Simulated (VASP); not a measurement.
Energy against volume of Eu (bcc). Method: PBE GGA with D3 dispersion (Becke-Johnson damping), VASP's PBE PAW potentials (set 64) (plane waves; VASP).

The 4f electrons are frozen in the core of the lanthanide potential, so 4f levels, which can set the real gap, and their magnetism are missing.

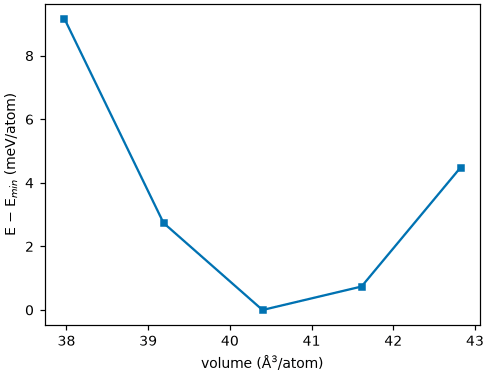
Fig. 1. Energy against volume

### Question
Estimate the equilibrium volume and the bulk modulus.

### Answer
The minimum lies near 40.7 Å³/atom, and the curvature gives B0 of about 15 GPa.

Measured: bulk modulus 10.9 GPa (computed value off by +34.5 %), as given by arXiv:1012.3782; a 4.582 Å at 293 K (computed value off by -5.4 %), as given by Wikipedia, Europium (infobox). The calculation is for a static lattice, while the measured bulk modulus, a hold thermal and zero-point effects, which are part of the difference.

The compound is Eu in the bcc structure. It was relaxed first, which changed the volume by -15 %.
